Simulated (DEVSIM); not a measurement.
Device: Cr/AlN/p-Ge capacitor, at 300 K.

```
layer (left to right)  material  thickness (nm)  Na (cm⁻³)
---------------------  --------  --------------  ---------
1                           AlN            14.0          -
2                            Ge           16000     1.4e15
```

Metal gate on the left, work function 4.5 eV. Fixed charge at the semiconductor interface -4.7e10 cm⁻² (in units of +e); interface traps 1e10 cm⁻² eV⁻¹, uniform in energy, neutral level at 0.5 of the gap above the valence band.

Constants are typed, rounded textbook-type inputs, not results; the design itself was drawn at random and stands for no fabricated device. Values at 300 K.

```
parameter      AlN       Ge
-------------  ---  -------
gap (eV)       6.1    0.664
affinity (eV)  1.9        4
permittivity   8.5       16
Nc (cm⁻³)        -  1.04e19
Nv (cm⁻³)        -     6e18
```

DEVSIM, 1D Poisson equation in equilibrium, Boltzmann statistics, complete ionisation; no quantum confinement or tunnelling. Metal contacts follow the ideal Schottky-Mott rule: no Fermi-level pinning, no interface dipoles.

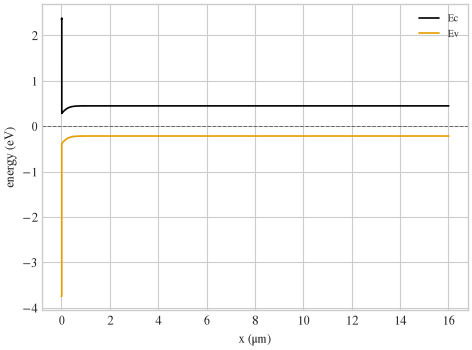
Figure. Band edges at 0.25 V on the gate

Energies count from the Fermi level of the right contact; mesh points crowd at the junctions.

```
x (μm)    Ec (eV)  Ev (eV)  n (cm⁻³)  p (cm⁻³)  field (V/cm)
--------  -------  -------  --------  --------  ------------
0.000       2.350   -3.750     < 1e2     < 1e2         23000
0.001681    2.354   -3.746     < 1e2     < 1e2         23000
0.005574    2.363   -3.737     < 1e2     < 1e2         23000
0.01075     2.374   -3.725     < 1e2     < 1e2         23000
0.01376     2.381   -3.719     < 1e2     < 1e2         23000
0.01537     0.283   -0.381    1.8e14    2.4e12          6700
0.01938     0.286   -0.378    1.7e14    2.6e12          6600
0.03654     0.297   -0.367    1.1e14    4.0e12          6400
0.07406     0.319   -0.345    4.5e13    9.7e12          5700
0.1710      0.367   -0.297    7.0e12    6.2e13          4200
0.4214      0.431   -0.233    6.0e11    7.3e14          1200
1.494       0.448   -0.216    3.1e11    1.4e15           ≈ 0
3.840       0.448   -0.216    3.1e11    1.4e15           ≈ 0
9.704       0.448   -0.216    3.1e11    1.4e15           ≈ 0
14.21       0.448   -0.216    3.1e11    1.4e15           ≈ 0
15.34       0.448   -0.216    3.1e11    1.4e15           ≈ 0
15.75       0.448   -0.216    3.1e11    1.4e15           ≈ 0
15.91       0.448   -0.216    3.1e11    1.4e15           ≈ 0
15.99       0.448   -0.216    3.1e11    1.4e15           ≈ 0
16.00       0.448   -0.216    3.1e11    1.4e15           ≈ 0
16.01       0.448   -0.216    3.1e11    1.4e15           ≈ 0
16.01       0.448   -0.216    3.1e11    1.4e15           ≈ 0
```
